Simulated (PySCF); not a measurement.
**HNO3 (peroxynitrous acid): CCSD(T)/6-311+G(d,p)**

Aim: the energy change on altering one bond length of HNO3 (peroxynitrous acid) at CCSD(T)/6-311+G**, from 2 runs. The job is set up through a Python script.

The calculation is run with PySCF 2.14.0.

1 further run of the same task is left out (set aside as unsound or not needed).

## Step 1: The molecule

HNO3: 5 atoms, total charge 0, spin state singlet. As SMILES, `O=NOO`. The coordinates come from a PBE0-D4/def2-TZVP relaxation. This is one conformer, not always the lowest.

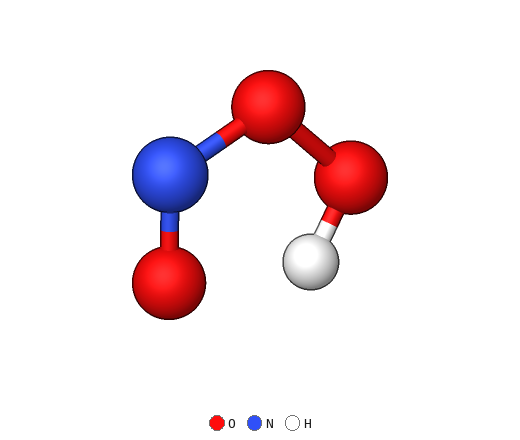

Viewed from a chosen angle; oxygen red, nitrogen blue, hydrogen white.

## Step 2: A single-point energy at CCSD(T)/6-311+G(d,p)

The input, mol.xyz:

```xyz
5
HNO3
O      0.136350    -0.835310     0.979060
N     -0.871770    -0.628300     0.400790
O     -0.775090     0.288530    -0.589000
O      0.508600     0.826880    -0.747550
H      1.001920     0.348200    -0.043280
```

The input, job.py:

```python
# peroxynitrous acid
from pyscf import gto, cc

mol = gto.M(
    atom='mol.xyz',
    verbose=4,
    basis='6-311+g**',
    max_memory=1860,
    charge=0,
)

myscf = mol.RHF()
myscf.conv_tol = 1e-10
myscf.kernel()
if not myscf.converged:
    myscf = myscf.newton().run(myscf.mo_coeff, myscf.mo_occ)

mycc = cc.CCSD(myscf, frozen=4)
mycc.kernel()
e_t = mycc.ccsd_t()
e_tot = mycc.e_tot + e_t
print('E = %.10f Eh' % e_tot)
```

Command:

```console
$ OMP_NUM_THREADS=1 python job.py
```

Standard output:

```text
PySCF version 2.14.0

[INPUT] num. atoms = 5
[INPUT] num. electrons = 32
[INPUT] charge = 0
[INPUT] spin (= nelec alpha-beta = 2S) = 0
[INPUT] symmetry False subgroup None
[INPUT] Mole.unit = angstrom
[INPUT] Symbol           X                Y                Z      unit          X                Y                Z       unit  Magmom
[INPUT]  1 O      0.136350000000  -0.835310000000   0.979060000000 AA    0.257664157084  -1.578507129110   1.850155259517 Bohr   0.0
[INPUT]  2 N     -0.871770000000  -0.628300000000   0.400790000000 AA   -1.647406543612  -1.187314924064   0.757383333464 Bohr   0.0
[INPUT]  3 O     -0.775090000000   0.288530000000  -0.589000000000 AA   -1.464707821889   0.545242678721  -1.113048687369 Bohr   0.0
[INPUT]  4 O      0.508600000000   0.826880000000  -0.747550000000 AA    0.961114706954   1.562576737880  -1.412664764419 Bohr   0.0
[INPUT]  5 H      1.001920000000   0.348200000000  -0.043280000000 AA    1.893354398724   0.658002636574  -0.081787346671 Bohr   0.0

nuclear repulsion = 124.505206417119
number of shells = 44
number of NR pGTOs = 148
number of NR cGTOs = 94
basis = 6-311+g**
ecp = {}

******** <class 'pyscf.scf.hf.RHF'> ********
method = RHF
initial guess = minao
damping factor = 0
level_shift factor = 0
DIIS = <class 'pyscf.scf.diis.CDIIS'>
diis_start_cycle = 1
diis_space = 8
diis_damp = 0
SCF conv_tol = 1e-10
SCF conv_tol_grad = None
SCF max_cycles = 50
direct_scf = True
direct_scf_tol = 1e-13
Set gradient conv threshold to 1e-05
Initial guess from minao.
init E= -280.06590507491
  HOMO = -0.293944710512083  LUMO = -0.0246122059951982  gap/eV = 7.32891
cycle= 1 E= -279.315742570488  delta_E= 0.75  |g|= 0.877  |ddm|= 2.17
  HOMO = -0.498870562672029  LUMO = -0.061198997982423  gap/eV = 11.90965
cycle= 2 E= -279.388259338618  delta_E= -0.0725  |g|= 0.698  |ddm|= 1.03
  HOMO = -0.503830498196545  LUMO = 0.0350974133182262  gap/eV = 14.66498
cycle= 3 E= -279.47010319302  delta_E= -0.0818  |g|= 0.112  |ddm|= 0.421
  HOMO = -0.496801924091238  LUMO = 0.0607014693766316  gap/eV = 15.17044
cycle= 4 E= -279.473706927702  delta_E= -0.0036  |g|= 0.0475  |ddm|= 0.105
  HOMO = -0.495581513936832  LUMO = 0.0594850100901427  gap/eV = 15.10413
cycle= 5 E= -279.474719699931  delta_E= -0.00101  |g|= 0.0193  |ddm|= 0.0713
  HOMO = -0.500026411674843  LUMO = 0.061194895399339  gap/eV = 15.27161
cycle= 6 E= -279.47500121977  delta_E= -0.000282  |g|= 0.0101  |ddm|= 0.0343
  HOMO = -0.499864524836522  LUMO = 0.0623197035997553  gap/eV = 15.29781
cycle= 7 E= -279.475090937401  delta_E= -8.97e-05  |g|= 0.00353  |ddm|= 0.0262
  HOMO = -0.500169771641771  LUMO = 0.0622692948276347  gap/eV = 15.30475
cycle= 8 E= -279.475099765507  delta_E= -8.83e-06  |g|= 0.0014  |ddm|= 0.00742
  HOMO = -0.500329560610203  LUMO = 0.0624034075424657  gap/eV = 15.31274
cycle= 9 E= -279.475100982865  delta_E= -1.22e-06  |g|= 0.000656  |ddm|= 0.00244
  HOMO = -0.500264186406383  LUMO = 0.0624102076360802  gap/eV = 15.31115
cycle= 10 E= -279.47510118636  delta_E= -2.03e-07  |g|= 0.000192  |ddm|= 0.00102
  HOMO = -0.500264298559651  LUMO = 0.0623915012332688  gap/eV = 15.31064
cycle= 11 E= -279.475101216233  delta_E= -2.99e-08  |g|= 6.11e-05  |ddm|= 0.000412
  HOMO = -0.500260301281634  LUMO = 0.062387609973381  gap/eV = 15.31043
cycle= 12 E= -279.475101219326  delta_E= -3.09e-09  |g|= 1.99e-05  |ddm|= 0.00014
  HOMO = -0.500257654788009  LUMO = 0.0623853020024255  gap/eV = 15.31029
cycle= 13 E= -279.475101219582  delta_E= -2.56e-10  |g|= 1.3e-05  |ddm|= 3.59e-05
  HOMO = -0.500257121848531  LUMO = 0.0623848090249309  gap/eV = 15.31027
cycle= 14 E= -279.475101219645  delta_E= -6.32e-11  |g|= 4.24e-06  |ddm|= 2.34e-05
  HOMO = -0.500257483919817  LUMO = 0.0623848303978324  gap/eV = 15.31028
Extra cycle  E= -279.475101219649  delta_E= -3.75e-12  |g|= 3.01e-06  |ddm|= 5.29e-06
converged SCF energy = -279.475101219649

******** <class 'pyscf.cc.ccsd.CCSD'> ********
CC2 = 0
CCSD nocc = 12, nmo = 90
frozen orbitals 4
max_cycle = 50
direct = 0
conv_tol = 1e-07
conv_tol_normt = 1e-05
diis_space = 6
diis_start_cycle = 0
diis_start_energy_diff = 1e+09
Init t2, MP2 energy = -280.264525128719  E_corr(MP2) -0.789423909069639
Init E_corr(CCSD) = -0.789423909072239
cycle = 1  E_corr(CCSD) = -0.754138391260902  dE = 0.0352855178  norm(t1,t2) = 0.0990068
cycle = 2  E_corr(CCSD) = -0.789942449370518  dE = -0.0358040581  norm(t1,t2) = 0.0381054
cycle = 3  E_corr(CCSD) = -0.786766699715409  dE = 0.00317574966  norm(t1,t2) = 0.0291449
cycle = 4  E_corr(CCSD) = -0.790474221071538  dE = -0.00370752136  norm(t1,t2) = 0.012401
cycle = 5  E_corr(CCSD) = -0.791657217540009  dE = -0.00118299647  norm(t1,t2) = 0.00655408
cycle = 6  E_corr(CCSD) = -0.791486832200369  dE = 0.00017038534  norm(t1,t2) = 0.00346482
cycle = 7  E_corr(CCSD) = -0.791164903653342  dE = 0.000321928547  norm(t1,t2) = 0.0015049
cycle = 8  E_corr(CCSD) = -0.79128209321697  dE = -0.000117189564  norm(t1,t2) = 0.000618543
cycle = 9  E_corr(CCSD) = -0.791324185019642  dE = -4.20918027e-05  norm(t1,t2) = 0.000238804
cycle = 10  E_corr(CCSD) = -0.791316984701897  dE = 7.20031774e-06  norm(t1,t2) = 7.10894e-05
cycle = 11  E_corr(CCSD) = -0.791319296524359  dE = -2.31182246e-06  norm(t1,t2) = 2.72001e-05
cycle = 12  E_corr(CCSD) = -0.79131678855891  dE = 2.50796545e-06  norm(t1,t2) = 1.30956e-05
cycle = 13  E_corr(CCSD) = -0.791317246068638  dE = -4.57509728e-07  norm(t1,t2) = 5.64768e-06
cycle = 14  E_corr(CCSD) = -0.791317230084587  dE = 1.59840511e-08  norm(t1,t2) = 1.87016e-06
CCSD converged
E(CCSD) = -280.2664184497335  E_corr = -0.7913172300845867
CCSD(T) correction = -0.0363845988353479
E = -280.3028030486 Eh
```

Wall time 57 s (1 thread of Arm Neoverse V1, shared host); peak memory 0.58 GiB.

## Step 3: The distorted shape

The input, calc.py:

```python
from pyscf import gto, scf, cc

molecule = gto.Mole()
molecule.atom = [
    ('O', (-0.505486, -1.104481, 1.058334)),
    ('N', (-1.513606, -0.897471, 0.480064)),
    ('O', (-1.416926, 0.019359, -0.509726)),
    ('O', (0.508600, 0.826880, -0.747550)),
    ('H', (1.001920, 0.348200, -0.043280)),
]
molecule.max_memory = 1860
molecule.basis = '6-311+g**'
molecule.verbose = 4
molecule.build()

mf = scf.RHF(molecule)
mf.conv_tol = 1e-10
mf.kernel()
if not mf.converged:
    mf = mf.newton().run(mf.mo_coeff, mf.mo_occ)

mycc = cc.CCSD(mf, frozen=4)
mycc.kernel()
e_t = mycc.ccsd_t()
e_tot = mycc.e_tot + e_t
print(f'total energy: {e_tot:.8f} hartree')
```

Command:

```console
$ OMP_NUM_THREADS=1 python calc.py
```

Standard output:

```text
PySCF version 2.14.0

[INPUT] num. atoms = 5
[INPUT] num. electrons = 32
[INPUT] charge = 0
[INPUT] spin (= nelec alpha-beta = 2S) = 0
[INPUT] symmetry False subgroup None
[INPUT] Mole.unit = angstrom
[INPUT] Symbol           X                Y                Z      unit          X                Y                Z       unit  Magmom
[INPUT]  1 O     -0.505486000000  -1.104481000000   1.058334000000 AA   -0.955230099802  -2.087166599786   1.999961408315 Bohr   0.0
[INPUT]  2 N     -1.513606000000  -0.897471000000   0.480064000000 AA   -2.860300800498  -1.695974394740   0.907189482263 Bohr   0.0
[INPUT]  3 O     -1.416926000000   0.019359000000  -0.509726000000 AA   -2.677602078775   0.036583208045  -0.963242538570 Bohr   0.0
[INPUT]  4 O      0.508600000000   0.826880000000  -0.747550000000 AA    0.961114706954   1.562576737880  -1.412664764419 Bohr   0.0
[INPUT]  5 H      1.001920000000   0.348200000000  -0.043280000000 AA    1.893354398724   0.658002636574  -0.081787346671 Bohr   0.0

nuclear repulsion = 110.17409285593
number of shells = 44
number of NR pGTOs = 148
number of NR cGTOs = 94
basis = 6-311+g**
ecp = {}

******** <class 'pyscf.scf.hf.RHF'> ********
method = RHF
initial guess = minao
damping factor = 0
level_shift factor = 0
DIIS = <class 'pyscf.scf.diis.CDIIS'>
diis_start_cycle = 1
diis_space = 8
diis_damp = 0
SCF conv_tol = 1e-10
SCF conv_tol_grad = None
SCF max_cycles = 50
direct_scf = True
direct_scf_tol = 1e-13
Set gradient conv threshold to 1e-05
[... 1 set-up line as earlier in the session ...]
init E= -279.398733171712
  HOMO = -0.343787177935695  LUMO = -0.227322727876697  gap/eV = 3.16916
cycle= 1 E= -278.738650384732  delta_E= 0.66  |g|= 1.45  |ddm|=  1.9
  HOMO = -0.288349440471479  LUMO = -0.131985139850102  gap/eV = 4.25489
cycle= 2 E= -275.113166081402  delta_E= 3.63  |g|= 3.43  |ddm|= 2.67
  HOMO = -0.437420012956936  LUMO = -0.167613946321261  gap/eV = 7.34180
cycle= 3 E= -279.132139386148  delta_E= -4.02  |g|= 0.773  |ddm|= 2.37
  HOMO = -0.392615084547864  LUMO = -0.145836393972068  gap/eV = 6.71519
cycle= 4 E= -279.295925282416  delta_E= -0.164  |g|= 0.246  |ddm|= 0.497
  HOMO = -0.436761450653368  LUMO = -0.10663548561039  gap/eV = 8.98319
cycle= 5 E= -279.334580795326  delta_E= -0.0387  |g|= 0.153  |ddm|= 0.323
  HOMO = -0.441084727144059  LUMO = -0.0896990563862659  gap/eV = 9.56169
cycle= 6 E= -279.347894990026  delta_E= -0.0133  |g|= 0.147  |ddm|= 0.216
  HOMO = -0.450279643986825  LUMO = -0.0847609537568346  gap/eV = 9.94627
cycle= 7 E= -279.358552771824  delta_E= -0.0107  |g|= 0.0578  |ddm|= 0.245
  HOMO = -0.453780692493567  LUMO = -0.077124593317528  gap/eV = 10.24933
cycle= 8 E= -279.360533346656  delta_E= -0.00198  |g|= 0.0287  |ddm|= 0.098
  HOMO = -0.456343781798836  LUMO = -0.0771160998918319  gap/eV = 10.31931
cycle= 9 E= -279.360875736619  delta_E= -0.000342  |g|= 0.0164  |ddm|= 0.0224
  HOMO = -0.458940506548586  LUMO = -0.0757383865825503  gap/eV = 10.42746
cycle= 10 E= -279.361193773814  delta_E= -0.000318  |g|= 0.0109  |ddm|= 0.0345
  HOMO = -0.459586096094881  LUMO = -0.0735582124061267  gap/eV = 10.50435
cycle= 11 E= -279.361332857889  delta_E= -0.000139  |g|= 0.00305  |ddm|= 0.0338
  HOMO = -0.459959473164744  LUMO = -0.0741866838443102  gap/eV = 10.49741
cycle= 12 E= -279.361340472388  delta_E= -7.61e-06  |g|= 0.0012  |ddm|= 0.00758
  HOMO = -0.460018934450929  LUMO = -0.074342993981162  gap/eV = 10.49478
cycle= 13 E= -279.361341721781  delta_E= -1.25e-06  |g|= 0.000446  |ddm|= 0.00274
  HOMO = -0.46008318133169  LUMO = -0.0742833755989594  gap/eV = 10.49815
cycle= 14 E= -279.361341867359  delta_E= -1.46e-07  |g|= 0.000101  |ddm|= 0.00112
  HOMO = -0.460082829343399  LUMO = -0.0743033812829594  gap/eV = 10.49759
cycle= 15 E= -279.361341876262  delta_E= -8.9e-09  |g|= 5.14e-05  |ddm|= 0.000252
  HOMO = -0.460083807654918  LUMO = -0.0742958228224353  gap/eV = 10.49783
cycle= 16 E= -279.361341879295  delta_E= -3.03e-09  |g|= 2.27e-05  |ddm|= 0.000121
  HOMO = -0.460084578030752  LUMO = -0.0742966105003049  gap/eV = 10.49783
cycle= 17 E= -279.361341879909  delta_E= -6.13e-10  |g|= 1.06e-05  |ddm|= 4.73e-05
  HOMO = -0.46008497637434  LUMO = -0.0742951657303692  gap/eV = 10.49788
cycle= 18 E= -279.361341880067  delta_E= -1.59e-10  |g|= 3.01e-06  |ddm|= 3.29e-05
  HOMO = -0.460085094285482  LUMO = -0.0742953857095685  gap/eV = 10.49787
cycle= 19 E= -279.361341880078  delta_E= -1.02e-11  |g|= 8.83e-07  |ddm|= 8.91e-06
  HOMO = -0.460085094722366  LUMO = -0.0742954109833462  gap/eV = 10.49787
Extra cycle  E= -279.361341880079  delta_E= -1.02e-12  |g|= 7.98e-07  |ddm|= 1.28e-06
converged SCF energy = -279.361341880079

******** <class 'pyscf.cc.ccsd.CCSD'> ********
CC2 = 0
CCSD nocc = 12, nmo = 90
frozen orbitals 4
max_cycle = 50
direct = 0
conv_tol = 1e-07
conv_tol_normt = 1e-05
diis_space = 6
diis_start_cycle = 0
diis_start_energy_diff = 1e+09
Init t2, MP2 energy = -280.213458405048  E_corr(MP2) -0.85211652496881
Init E_corr(CCSD) = -0.852116524969016
cycle = 1  E_corr(CCSD) = -0.77918715746303  dE = 0.0729293675  norm(t1,t2) = 0.155926
cycle = 2  E_corr(CCSD) = -0.850176993586214  dE = -0.0709898361  norm(t1,t2) = 0.100548
cycle = 3  E_corr(CCSD) = -0.837411887822768  dE = 0.0127651058  norm(t1,t2) = 0.07524
cycle = 4  E_corr(CCSD) = -0.841294346911068  dE = -0.00388245909  norm(t1,t2) = 0.0208255
cycle = 5  E_corr(CCSD) = -0.847215341918785  dE = -0.00592099501  norm(t1,t2) = 0.0136709
cycle = 6  E_corr(CCSD) = -0.847411157398498  dE = -0.00019581548  norm(t1,t2) = 0.00389742
cycle = 7  E_corr(CCSD) = -0.846909210824601  dE = 0.000501946574  norm(t1,t2) = 0.00290829
cycle = 8  E_corr(CCSD) = -0.846906053821478  dE = 3.15700312e-06  norm(t1,t2) = 0.00151387
cycle = 9  E_corr(CCSD) = -0.847031562556449  dE = -0.000125508735  norm(t1,t2) = 0.00113637
cycle = 10  E_corr(CCSD) = -0.847000601299265  dE = 3.09612572e-05  norm(t1,t2) = 0.000747177
cycle = 11  E_corr(CCSD) = -0.846973491816421  dE = 2.71094828e-05  norm(t1,t2) = 0.000545001
cycle = 12  E_corr(CCSD) = -0.846953616479212  dE = 1.98753372e-05  norm(t1,t2) = 0.000324398
cycle = 13  E_corr(CCSD) = -0.8469564028434  dE = -2.78636419e-06  norm(t1,t2) = 0.000212383
cycle = 14  E_corr(CCSD) = -0.846967925062543  dE = -1.15222191e-05  norm(t1,t2) = 5.62716e-05
cycle = 15  E_corr(CCSD) = -0.846973550460356  dE = -5.62539781e-06  norm(t1,t2) = 3.35332e-05
cycle = 16  E_corr(CCSD) = -0.846972487606057  dE = 1.0628543e-06  norm(t1,t2) = 1.85131e-05
cycle = 17  E_corr(CCSD) = -0.846972377842542  dE = 1.09763515e-07  norm(t1,t2) = 1.08288e-05
cycle = 18  E_corr(CCSD) = -0.846971492634322  dE = 8.8520822e-07  norm(t1,t2) = 5.39262e-06
cycle = 19  E_corr(CCSD) = -0.846971207764724  dE = 2.84869599e-07  norm(t1,t2) = 2.05586e-06
cycle = 20  E_corr(CCSD) = -0.84697104533133  dE = 1.62433394e-07  norm(t1,t2) = 1.06939e-06
cycle = 21  E_corr(CCSD) = -0.846971054622193  dE = -9.29086241e-09  norm(t1,t2) = 6.69143e-07
CCSD converged
E(CCSD) = -280.2083129347009  E_corr = -0.8469710546221927
CCSD(T) correction = -0.0588582605644278
total energy: -280.26717120 hartree
```

It took 69 s on 1 thread of Arm Neoverse V1, shared host; peak memory 0.56 GiB.

## Step 4: Results

Level: CCSD(T)/6-311+G**, 4 core orbitals frozen.

| quantity | value |
| --- | --- |
| first shape: total energy | -280.30280 Eh |
| first shape: dipole moment (Hartree–Fock density) | 1.15 D |
| first shape: HOMO energy (Hartree–Fock orbitals) | -13.61 eV |
| first shape: LUMO energy (Hartree–Fock orbitals) | 1.70 eV |
| first shape: HOMO–LUMO gap (Hartree–Fock orbitals) | 15.31 eV |
| first shape: correlation energy (4 core orbitals frozen) | -827.7 mEh |
| first shape: (T) correction | -36.38 mEh |
| first shape: T1 diagnostic | 0.026 |
| distorted shape: total energy | -280.26717 Eh |
| distorted shape: dipole moment (Hartree–Fock density) | 1.85 D |
| distorted shape: HOMO energy (Hartree–Fock orbitals) | -12.52 eV |
| distorted shape: LUMO energy (Hartree–Fock orbitals) | -2.02 eV |
| distorted shape: HOMO–LUMO gap (Hartree–Fock orbitals) | 10.50 eV |
| distorted shape: correlation energy (4 core orbitals frozen) | -905.8 mEh |
| distorted shape: (T) correction | -58.86 mEh |
| distorted shape: T1 diagnostic | 0.038 |
| energy change with the O3–O4 bond stretched from 1.401 to 2.101 Å | 0.970 eV |

What this shows: One bond (distorted shape) is far stretched, which a spin-restricted single reference describes badly; perturbation theory on it can break down and give far too much correlation. With the O3–O4 bond stretched from 1.401 to 2.101 Å the energy rises by 0.97 eV (93.6 kJ/mol). The first shape isn't relaxed at this level, so the change isn't measured from a minimum. A restricted reference can't describe the breaking bond well at this length. The T1 diagnostic (first shape) of 0.026 is above the customary mark for such species, so a single reference may not serve. The triples (first shape) make up 4.4 % of the correlation energy. The T1 diagnostic (distorted shape) of 0.038 is above the customary mark for such species, so a single reference may not serve. The triples (distorted shape) make up 6.5 % of the correlation energy.
